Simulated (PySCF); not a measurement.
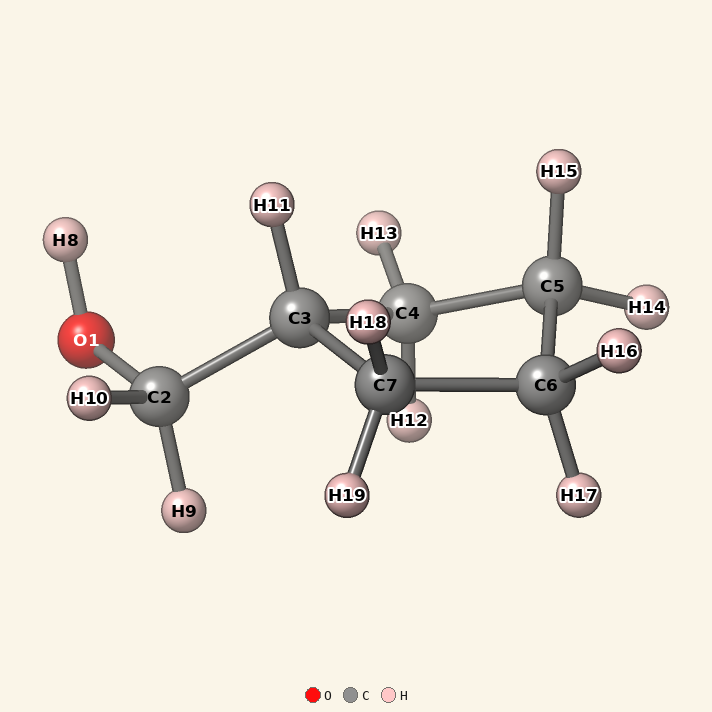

Distant atoms are faded towards the background colour. Computed geometry: PBE0-D3(BJ)/def2-SVP optimisation. No frequency run is at hand to confirm it as a minimum.

Question: What is the conformation of the ring C3–C4–C5–C6–C7?

Answer: It is a twist (half-chair). The Cremer–Pople amplitude Q is 0.41 Å.

Question: Give the torsion angles round the ring, beginning with the bond from its second to its third atom.

Answer: 42°, −34°, 14°, 12°, −34°.
